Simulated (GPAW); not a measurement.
**A GW chain in GPAW: CdBr2 (R-3m)**

Aim: the G0W0 gap of CdBr2 (R-3m) on LDA, step by step.

Method: LDA and many-body steps on it, plane waves, in GPAW 26.7.0.

The database entry behind the starting cell has ideal inner coordinates that were not refined, so it need not match the best structure at ambient conditions.

## Step 1: Starting point

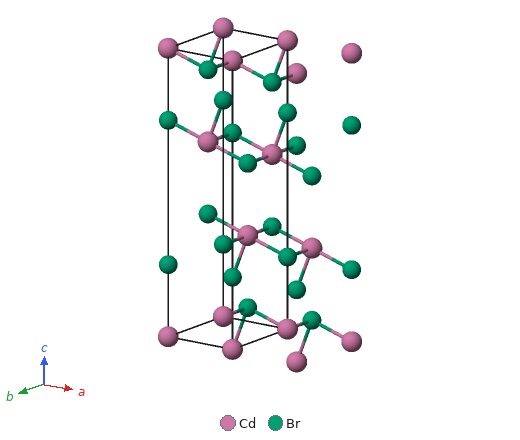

The cell as given, from a free direction (cadmium pink, bromine teal). 2×1×1 cells are drawn. This picture shows the conventional cell, with its axes. Bonds to atoms that aren't drawn are left out. Some periodic images of atoms are drawn too.

As a file:

```cif
data_structure
_symmetry_space_group_name_H-M 'R-3m:H'
_symmetry_Int_Tables_number 166
_cell_length_a 3.9500
_cell_length_b 3.9500
_cell_length_c 18.6700
_cell_angle_alpha 90.000
_cell_angle_beta 90.000
_cell_angle_gamma 120.000
_cell_volume 252.27
loop_
_atom_site_label
_atom_site_type_symbol
_atom_site_symmetry_multiplicity
_atom_site_Wyckoff_symbol
_atom_site_fract_x
_atom_site_fract_y
_atom_site_fract_z
_atom_site_occupancy
Cd1 Cd 3 a 0.00000 0.00000 0.00000 1
Br1 Br 6 c 0.33333 0.66667 0.91667 1
```

The cell and positions come from the Crystallography Open Database and are kept as given unless a step says otherwise.

## Step 2: Ground state

This step: GPAW 26.7.0; DFT, LDA, plane waves, PAW.

The ground-state density comes first.

Input file run.py:

```python
import json
import numpy as np
from gpaw.mpi import world
from ase import Atoms
from gpaw import GPAW, PW, FermiDirac

atoms = Atoms(['Cd', 'Br', 'Br'],
    cell=[[1.9750000000, 1.1402667816, 6.2233333333],
      [-1.9750000000, 1.1402667816, 6.2233333333],
      [0.0000000000, -2.2805335633, 6.2233333333]],
    scaled_positions=[[0.0000000000, 0.0000000000, 0.0000000000],
      [0.2500000000, 0.2500000000, 0.2500000000],
      [0.7500000000, 0.7500000000, 0.7500000000]],
    pbc=(True, True, True))
calc = GPAW(mode=PW(450),
    xc='LDA',
    kpts={'size': (8, 8, 8), 'gamma': True},
    occupations=FermiDirac(0.001),
    nbands=-7,
    convergence={'density': 1e-6, 'bands': -3},
    maxiter=100,
    txt='gs.txt')
atoms.calc = calc
res = {'energy': atoms.get_potential_energy()}
kpts = calc.get_ibz_k_points()
res['kpts'] = kpts
res['eigenvalues'] = [calc.get_eigenvalues(kpt=k) for k in range(len(kpts))]
res['n_electrons'] = calc.get_number_of_electrons()
calc.write('gs.gpw')

if world.rank == 0:
    with open('result.json', 'w') as f:
        json.dump(res, f, default=lambda x: x.tolist())
```

The run is started by

```bash
> mpirun -n 4 gpaw python run.py
```

Numbers of over 12 decimals in the logs are rounded to 6 here.

Log:

```text
__  _  _
 | _ |_)|_||  |
 |__||  | ||/\| - 26.7.0

Input parameters:
  mode=PW(ecut=450.000000),
  convergence={'density': 1e-06, 'bands': -3},
  kpts=MonkhorstPack(size=(8, 8, 8), gamma=True),
  maxiter=100,
  nbands=-7,
  occupations=Occupations(name='fermi-dirac', width=0.001, fixmagmom=False),
  xc=XC(name='LDA')
  [... matrices ...]
Diagonalizing LCAO Hamiltonian
Converting LCAO to pw mode

       Br

       Br

       Cd

Atoms  # Å, Bohr magnetons
|   | symbol |        x |         y |         z |    initial magnetic moments |
| 0 |     Cd | 0.000000 |  0.000000 |  0.000000 | ( 0.0000,  0.0000,  0.0000) |
| 1 |     Br | 0.000000 | -0.000000 |  4.667500 | ( 0.0000,  0.0000,  0.0000) |
| 2 |     Br | 0.000000 | -0.000000 | 14.002500 | ( 0.0000,  0.0000,  0.0000) |

Unit cell  # Å
| periodic |         x |         y |        z |  lengths |    angles |
|      yes |  1.975000 |  1.140267 | 6.223333 | 6.628025 | 34.672295 |
|      yes | -1.975000 |  1.140267 | 6.223333 | 6.628025 | 34.672295 |
|      yes |  0.000000 | -2.280534 | 6.223333 | 6.628025 | 34.672295 |

Number of symmetries: 12
Symmetry operations  # r_c * U_cc + t_c -> r_c
|    | kind |            matrix            |
|  0 |  E   |  1, 0, 0,  0, 1, 0,  0, 0, 1 |
|  1 |  σ   |  1, 0, 0,  0, 0, 1,  0, 1, 0 |
|  2 |  σ   |  0, 1, 0,  1, 0, 0,  0, 0, 1 |
|  3 |  C3  |  0, 1, 0,  0, 0, 1,  1, 0, 0 |
|  4 |  C3  |  0, 0, 1,  1, 0, 0,  0, 1, 0 |
|  5 |  σ   |  0, 0, 1,  0, 1, 0,  1, 0, 0 |
|  6 |  C2  |  0, 0,-1,  0,-1, 0, -1, 0, 0 |
|  7 |  S6  |  0, 0,-1, -1, 0, 0,  0,-1, 0 |
|  8 |  S6  |  0,-1, 0,  0, 0,-1, -1, 0, 0 |
|  9 |  C2  |  0,-1, 0, -1, 0, 0,  0, 0,-1 |
| 10 |  C2  | -1, 0, 0,  0, 0,-1,  0,-1, 0 |
| 11 |  i   | -1, 0, 0,  0,-1, 0,  0, 0,-1 |

BZ-sampling:
  Number of BZ points: 512
  Number of IBZ points: 65

  Monkhorst-Pack size: [8, 8, 8]
  Monkhorst-Pack shift: [0.0625, 0.0625, 0.0625]

K-points  # in reciprocal-cell coordinates
|     |                                coordinates |     weight |
|   0 | (  0.00000000,   0.00000000,   0.00000000) | 0.00195312 |
|   1 | (  0.12500000,   0.00000000,  -0.12500000) | 0.01171875 |
|   2 | (  0.12500000,   0.00000000,   0.00000000) | 0.01171875 |
|   3 | (  0.12500000,   0.12500000,  -0.12500000) | 0.01171875 |
|   4 | (  0.12500000,   0.12500000,   0.00000000) | 0.01171875 |
|   5 | (  0.12500000,   0.12500000,   0.12500000) | 0.00390625 |
|   6 | (  0.25000000,  -0.12500000,  -0.12500000) | 0.01171875 |
|   7 | (  0.25000000,   0.00000000,  -0.25000000) | 0.01171875 |
|   8 | (  0.25000000,   0.00000000,  -0.12500000) | 0.02343750 |
|   9 | (  0.25000000,   0.00000000,   0.00000000) | 0.01171875 |
| ... |                                            |            |
|  64 | (  0.50000000,   0.50000000,   0.50000000) | 0.00195312 |

Plane wave coefficients: 1837
Cutoff: 450.000000 eV

Spin-components: 1 (collinear spins)
Bands:           20
Projectors:      16
Spin-degeneracy: 2
Datatype:        complex128

  Storage: CPU
  Wave functions: 37_502_400 bytes (9_375_600 per core)
  Projectors: 43_127_760 bytes (10_781_940 per core)
  [... matrices ...]
Parallelization:
  kpt:    4
  domain: 1
  band:   1

Density:
  Valence electrons: 26.0
  Components: 1
  Grid points: [35 35 35]
  Charge: 0.0  # |e|

Potential:
  Grid points: [35 35 35]

species:
  Cd:
    name:    Cadmium
    Z:       48.0
    valence: 12
    core:    36
    charge:  0.0  # [|e|]
    compensation charges:
      type: gauss
      rc: 0.38  # [Å]
      lmax: 2
    cutoffs:
      filter: 2.12  # [Å]
      core: 2.62  # [Å]
    projectors
    | kind |    occ | energy [eV] | rcut [Å] |
    |   5s |  2.000 |      -5.950 |    1.191 |
    |   5p |  0.000 |      -1.328 |    1.228 |
    |   4d | 10.000 |     -11.904 |    1.164 |
    |    s |        |      21.261 |    1.191 |
    |    p |        |      25.883 |    1.228 |
    |    d |        |      15.307 |    1.164 |

    Using partial waves for Cd as LCAO basis

  Br:
    name:    Bromine
    Z:       35.0
    valence: 7
    core:    28
    charge:  0.0  # [|e|]
    compensation charges:
      type: gauss
      rc: 0.35  # [Å]
      lmax: 2
    cutoffs:
      filter: 1.98  # [Å]
      core: 2.38  # [Å]
    projectors
    | kind |    occ | energy [eV] | rcut [Å] |
    |   4s |  2.000 |     -20.306 |    1.111 |
    |   4p |  5.000 |      -8.003 |    1.111 |
    |    s |        |       6.906 |    1.111 |
    |    p |        |      19.208 |    1.111 |
    |    d |        |       0.000 |    1.111 |

    Using partial waves for Br as LCAO basis

Reference energy: -293661.055429  # eV

eigensolver:
  PPCG
  Converge bands: -3
  niter=2

density mixing:
  MSR1-Mixer
  Pratt-step length: 0.05
  Maximum mixing coefficient: 0.75
  Old densities: 10
  SVD Regularization: 0.005
  Good broyden scale: 1.0
  Trust region scale: 1.0
  Backstep threshold: 4.0
  History deletion threshold: 6.0
  Fourier metric: weight=20.0, sigma=0.015

occupation numbers:
  Fermi-Dirac:
    width: 0.0010  # eV

poisson solver:
  ecut: 3600.000000  # eV

xc functional:
  name: None

Initialization done in: 1.206 s

convergence criteria:
- Maximum integral of absolute [dens]ity change: 1e-06 electrons / valence electron
- Maximum [total energy] change in last 3 cyles: 0.0005 eV / valence electron
- Maximum integral of absolute [eigenst]ate change: 4e-08 eV^2 / valence electron
maximum number of iterations: 100

SCF iterations
|iter     |     time |      energy | eigst |  dens |
|iter:   1|  |   -8.828483 | +0.60 |       |
|iter:   2|  |   -8.732262 | -0.63 | -1.30 |
|iter:   3|  |   -8.410259 | -1.34 | -1.34 |
|iter:   4|  |   -8.403209 | -3.49 | -1.87 |
|iter:   5|  |   -8.402264c| -3.67 | -2.42 |
|iter:   6|  |   -8.402251c| -5.56 | -3.01 |
|iter:   7|  |   -8.402251c| -6.77 | -3.75 |
|iter:   8|  |   -8.402251c| -7.67c| -4.26 |
|iter:   9|  |   -8.402251c| -8.29c| -4.78 |
|iter:  10|  |   -8.402251c| -9.07c| -5.57 |
|iter:  11|  |   -8.402251c| -9.52c| -6.45c|

Converged in 11 steps
SCF loop duration: 20.312 s (1.847 s/step)
Energy contributions relative to reference atoms: (reference = -293661.055429)
  [... matrices ...]
Energy contributions:
  Kinetic:          21.069712
  Coulomb:         -18.891205
  Zero:             -0.005238
  External:          0.000000
  Xc:              -10.575521
  Entropy:          -0.000000
  Spinorbit:         0.000000
  ----------------------------
  Free energy:      -8.402251
  Extrapolated:     -8.402251

dipole moment: (0.000000, 0.000000, -61.392631)  # |e|*Ang

Fermi level: 3.064
Eigenvalues  # (at kpt = [0.000, 0.000, 0.000])
| band index |      eig [eV] | occ [0-2] |
|          0 |       -12.356 |     2.000 |
|        ... |               |           |
|          5 |        -4.994 |     2.000 |
|          6 |        -4.994 |     2.000 |
|          7 |        -1.973 |     2.000 |
|          8 |         1.171 |     2.000 |
|          9 |         1.171 |     2.000 |
|         10 |         1.458 |     2.000 |
|         11 |         1.510 |     2.000 |
|         12 |         1.510 |     2.000 |
|         13 |         4.244 |     0.000 |
|         14 |         6.716 |     0.000 |
|         15 |         9.472 |     0.000 |
|         16 |         9.472 |     0.000 |
|         17 |        11.572 |     0.000 |
|         18 |        12.337 |     0.000 |
|         19 |        12.337 |     0.000 |

Gap: 2.555 eV
Transition (v -> c):
  (s=0, k=11, n=12, [0.25, 0.12, -0.12]) -> (s=0, k=0, n=13, [0.00, 0.00, 0.00])
Direct/indirect transitions are different
Direct gap: 2.734 eV
Transition at: (s=0, k=0, n=12, [0.00, 0.00, 0.00])
# Writing to gs.gpw (mode='')
  [... matrices ...]
```

Run time: 23 s. Hardware: 4 MPI ranks of Arm Neoverse V2, shared host; peak memory 0.86 GiB.

Numbers from this step:

```yaml
total_energy: -8.402 eV
gap: 2.555 eV
k_of_the_valence_top: 0.25, 0.125, -0.125
k_of_the_conduction_bottom: 0, 0, 0
least_direct_gap: 2.734 eV
```

The gap is indirect, with the least direct gap 0.18 eV higher.

## Step 3: Empty states on the mesh, 4×4×4 mesh, 77 bands

The sums over transitions need many empty states on a uniform mesh; this step solves for them.

Input file run.py:

```python
import json
import numpy as np
from gpaw.mpi import world
from gpaw import GPAW

calc = GPAW('gs.gpw').fixed_density(kpts={'size': (4, 4, 4), 'gamma': True},
    nbands=89,
    convergence={'bands': 77},
    txt='nscf.txt')
calc.write('full.gpw', mode='all')
res = {}
kpts = calc.get_ibz_k_points()
res['kpts'] = kpts
res['eigenvalues'] = [calc.get_eigenvalues(kpt=k) for k in range(len(kpts))]
res['n_electrons'] = calc.get_number_of_electrons()

if world.rank == 0:
    with open('result.json', 'w') as f:
        json.dump(res, f, default=lambda x: x.tolist())
```

The run is started by

```bash
> mpirun -n 4 gpaw python run.py
```

Log:

```text
Diagonalizing LCAO Hamiltonian
Converting LCAO to pw mode
convergence criteria:
- Maximum integral of absolute [eigenst]ate change: 4e-08 eV^2 / valence electron
maximum number of iterations: 100

SCF iterations
|iter     |     time |      energy | eigst |  dens |
|iter:   1|  |             | +3.85 |       |
|iter:   2|  |             | +2.63 |       |
|iter:   3|  |             | +1.53 |       |
[...]
|iter:  13|  |             | -6.89 |       |
|iter:  14|  |             | -7.39 |       |
|iter:  15|  |             | -7.74c|       |
SCF steps: 15
  __  _  _
 | _ |_)|_||  |
 |__||  | ||/\| - 26.7.0

Input parameters:
  mode=PW(ecut=450.000000),
  convergence={'bands': 77},
  gpts=array([35, 35, 35]),
  kpts=MonkhorstPack(size=(4, 4, 4), gamma=True),
  maxiter=100,
  nbands=89,
  occupations=Occupations(name='fermi-dirac', width=0.001, fixmagmom=False),
  parallel={},
  xc=XC(name='LDA')
# Writing to full.gpw (mode='all')
  [... matrices ...]

timing:  # [seconds]
  Total: 0.026  # ━━━━━━━━━━━━━━━━━━━━━━━━━━━━━━━━━━━━━━━━━━━━━━━━━━━━━━━━━━━
```

Wall time 32 s (4 MPI ranks); peak memory 0.89 GiB; 2.1 min of CPU time.

This step gave:

| Quantity | Value |
| --- | --- |
| gap | 2.584 eV |
| k of the valence top | 0.5, 0.5, 0 |
| k of the conduction bottom | 0, 0, 0 |
| least direct gap | 2.734 eV |
| k points computed | 13 |
| lowest point of the top converged band, above the valence top | 44.00 eV |

On this mesh the gap is 2.584 eV.

## Step 4: Screening and self-energy, 4×4×4 mesh, 67 bands, screening to 50 eV

G0W0 replaces the xc potential by the self-energy, built once from these orbitals. Only a window of levels is corrected, while the sums run over the empty bands that the input names.

This step: G0W0 on LDA, plane waves, PAW.

Input file run.py:

```python
import json
import numpy as np
from gpaw.mpi import world
from gpaw.response.g0w0 import G0W0

gw = G0W0('full.gpw',
    filename='gw',
    kpts=[0, 10],
    bands=(11, 15),
    ecut=50,
    nbands=67,
    integrate_gamma='WS',
    ppa=True)
gw.calculate()
res = {mode: {k: v for k, v in r.items() if k != 'sigma_eskwn'}
       for mode, r in gw.all_results.items()}

if world.rank == 0:
    with open('result.json', 'w') as f:
        json.dump(res, f, default=lambda x: x.tolist())
```

The run is started by

```bash
> mpirun -n 4 gpaw python run.py
```

Log:

```text
Using integrator: PointIntegrator
FrequencyGridDescriptor(from 0.000+0.000j to 0.000+27.211j eV, 2 points)
Nonperiodic BCs:  [False False False]
Using integrator: PointIntegrator
FrequencyGridDescriptor(from 0.000+0.000j to 0.000+27.211j eV, 2 points)
Nonperiodic BCs:  [False False False]
  ___  _ _ _
 |   || | | |
 | | || | | |
 |__ ||_____|
 |___|

BZ k-points: Symmetries present (total): 12

  [... matrices ...]
64 k-points: 4 x 4 x 4 Monkhorst-Pack grid + [1/8,1/8,1/8]
13 k-points in the irreducible part of the Brillouin zone
       k-points in crystal coordinates                weights
   0:     0.00000000    0.00000000    0.00000000          1/64
   1:     0.25000000    0.00000000   -0.25000000          6/64
   2:     0.25000000    0.00000000    0.00000000          6/64
   3:     0.25000000    0.25000000   -0.25000000          6/64
   4:     0.25000000    0.25000000    0.00000000          6/64
   5:     0.25000000    0.25000000    0.25000000          2/64
   6:     0.50000000    0.00000000    0.00000000          3/64
   7:     0.50000000    0.25000000   -0.25000000          6/64
   8:     0.50000000    0.25000000    0.00000000         12/64
   9:     0.50000000    0.25000000    0.25000000          6/64
          ...
  12:     0.50000000    0.50000000    0.50000000          1/64

Distributing spins, k-points and bands (1 x 2 x 4) over 4 processes
Number of blocks: 1

Quasi particle states:
k-points (IBZ indices): [0, 10]
Band range: (11, 15)
  [... matrices ...]
Computational parameters:
Plane wave cut-off: 50 eV
Number of bands: 67
Coulomb cutoff: None
Broadening: 0.1 eV

fxc modes: GW
Kernel: RPA
Using Godby-Needs plasmon-pole approximation:
  Fitting energy: i*E0, E0 = 1.000 Hartree
Summing all q:

Calculating screened Coulomb potential
No Coulomb truncation
FrequencyGridDescriptor(from 0.000+0.000j to 0.000+27.211j eV, 2 points)
Removing empty qpoint cache files...

Calculating chi0 body with:
    Ground state adapter containing:
    Number of spins: 1
    Number of kpoints: 64
    Number of irreducible kpoints: 13
    Number of completely occupied states: 13
    Number of partially occupied states: 13
    Occupied states memory: 8.504868 M / cpu

    Linear response parametrization:
    q_c: [0.0, 0.0, 0.0]
    Number of frequency points: 2
    Planewave cutoff: 50.0
    Number of bands: 67
    Number of planewaves: 61
    Broadening (eta): 1e-06
    comm.size: 4
    kncomm.size: 4
    blockcomm.size: 1

    Memory estimate of potentially large arrays:
        chi0_wGG: 0.113556 M / cpu
Integrating chi0 body.

Symmetries of q_c:
    Direct symmetries (Uq -> q): 12
    Indirect symmetries (TUq -> q): 0
In total 12 allowed symmetries.

  [... matrices ...]
13 groups of equivalent kpoints. 79.6875% reduction.

Integral kind: response function
Integrating chi0 head and wings.

Symmetries of q_c:
    Direct symmetries (Uq -> q): 12
    Indirect symmetries (TUq -> q): 0
In total 12 allowed symmetries.

  [... matrices ...]
13 groups of equivalent kpoints. 79.6875% reduction.

Integral kind: response function wings

Calculating chi0 body with:
    Ground state adapter containing:
    Number of spins: 1
    Number of kpoints: 64
    Number of irreducible kpoints: 13
    Number of completely occupied states: 13
    Number of partially occupied states: 13
    Occupied states memory: 8.504868 M / cpu

[... the further q-points ...]

Results:
f:      Occupation numbers
eps:     KS-eigenvalues [eV]
vxc:     KS vxc [eV]
exx:     Exact exchange [eV]
sigma:   Self-energies [eV]
dsigma:  Self-energy derivatives
Z:       Renormalization factors
qp:      QP-energies [eV]

k-point 0 (0): (0.000, 0.000, 0.000)                GW
band       f     eps     vxc     exx   sigma  dsigma       Z      qp
                                                                   GW
  11   1.000   1.510 -18.320 -21.600   2.768  -0.241   0.806   1.097
  12   1.000   1.510 -18.320 -21.600   2.768  -0.241   0.806   1.097
  13   0.000   4.244 -13.922  -9.537  -2.801  -0.197   0.836   5.568
  14   0.000   6.716 -10.632  -5.951  -3.347  -0.191   0.840   7.836

k-point 1 (10): (0.500, 0.500, 0.000)                GW
band       f     eps     vxc     exx   sigma  dsigma       Z      qp
                                                                   GW
  11   1.000   1.589 -18.329 -21.583   2.751  -0.240   0.806   1.183
  12   1.000   1.660 -18.228 -21.518   2.779  -0.241   0.806   1.248
  13   0.000   4.869 -13.614  -9.008  -2.877  -0.200   0.834   6.310
  14   0.000   7.047 -10.896  -6.225  -3.315  -0.193   0.838   8.183
```

It took 67 s on 4 MPI ranks; peak memory 1.8 GiB; 4.5 min of CPU time.

This step gave:

```yaml
g0w0_gap_on_the_points_computed: 4.319 eV
least_direct_g0w0_gap_on_the_computed_points: 4.470 eV
z_at_the_valence_top: 0.8060
z_at_the_conduction_bottom: 0.8357
starting_gap_on_the_mesh: 2.584 eV
k_of_the_valence_top: 0.5, 0.5, 0
k_of_the_conduction_bottom: 0, 0, 0
```

The gap on the mesh goes from 2.58 eV to 4.32 eV, a correction of +1.74 eV. The start differs from the 2.56 eV found before because the two sample other k points.

Limits: finite bands, cutoff and mesh; no spin-orbit coupling. v1 is the top filled band, c1 the lowest empty one. The levels before and after the correction (eV, zero at the valence-band top of each column):

```csv
,conduction bottom,valence top
Kohn-Sham,2.58,0.00
G0W0,4.32,0.00
```

|  | level | energy (eV) |
| --- | --- | --- |
| Kohn-Sham | Γ v2-v1 | -0.150 |
| Kohn-Sham | Γ c1 | 2.584 |
| Kohn-Sham | Γ c2 | 5.056 |
| Kohn-Sham | (0.5 0.5 0) v2 | -0.072 |
| Kohn-Sham | (0.5 0.5 0) v1 | 0.000 |
| Kohn-Sham | (0.5 0.5 0) c1 | 3.209 |
| Kohn-Sham | (0.5 0.5 0) c2 | 5.386 |
| G0W0 | Γ v2-v1 | -0.151 |
| G0W0 | Γ c1 | 4.319 |
| G0W0 | Γ c2 | 6.588 |
| G0W0 | (0.5 0.5 0) v2 | -0.065 |
| G0W0 | (0.5 0.5 0) v1 | 0.000 |
| G0W0 | (0.5 0.5 0) c1 | 5.062 |
| G0W0 | (0.5 0.5 0) c2 | 6.935 |

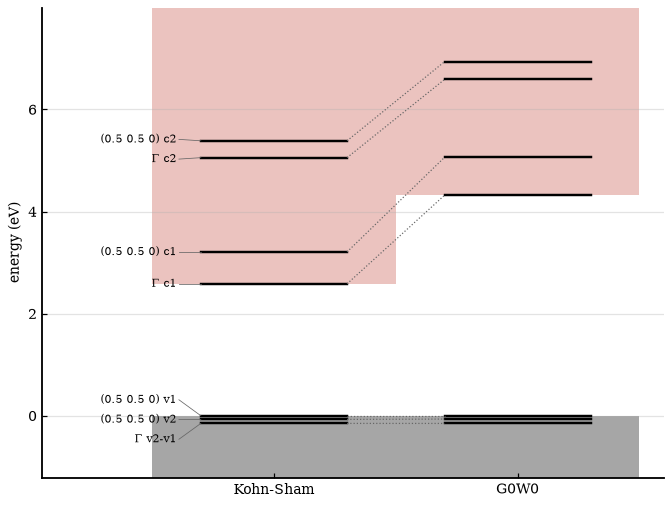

Levels before and after the correction. Shaded: valence and conduction bands.

## Step 5: Where the time went

Times are wall times on 4 MPI ranks of Arm Neoverse V2, shared host, good to a factor of about two.

```
                     step  time  share  memory (GiB)
             ground state  23 s   19 %          0.86
 empty states on the mesh  32 s   26 %          0.89
screening and self-energy  67 s   55 %           1.8
```

## Step 6: Summary of results

```
LDA gap                              : 2.56 eV, indirect
G0W0 gap on the mesh                 : 4.32 eV
G0W0 gap over the zone (rigid shift) : 4.29 eV
GW settings                          : 4×4×4 mesh, 67 bands, screening to 50 eV, Godby-Needs plasmon pole
known limits                         : not at the basis limit; no spin-orbit coupling
```

In words: G0W0 moves the gap on the mesh from 2.58 eV to 4.32 eV (+1.74 eV), with Z of 0.81 and 0.84 at the edges. The mesh misses the band edges by 0.03 eV in all; a rigid shift gives 4.29 eV for the zone. Only 2 of the mesh's irreducible points were corrected, so a valley elsewhere could overtake. The dearest step here is «screening and self-energy». Bands and cutoff are finite, so the gap is not at the basis limit. The miss can reach some tenths of an eV and take either sign; the mesh is an error of its own. These stock PAW sets were not made for GW; the filled d or f shell of Br lies in the frozen core, which bears on start and correction. In the G0W0 run levels were corrected at 2 k points alone, so a gap called «on the mesh» is the least over those, and an edge elsewhere would be missed. The many-body steps are scalar-relativistic: spin-orbit coupling is not in them.

[Paths, hosts, dates, memory and timing lines, banners, echoed tables and standing remarks are left out of the program output.]

[Logs are printed without paths, hosts, clocks, repeated set-up lines and the standing remarks that a program may print on its own settings, such as how far it seeks lower states.]

[Runs of the session that timed out or met a known fault of the program may be left out.]

[Hosts, paths, dates, database ids (printed as entryN), source tags and the programs' standing remarks are cut or masked in the printed files.]
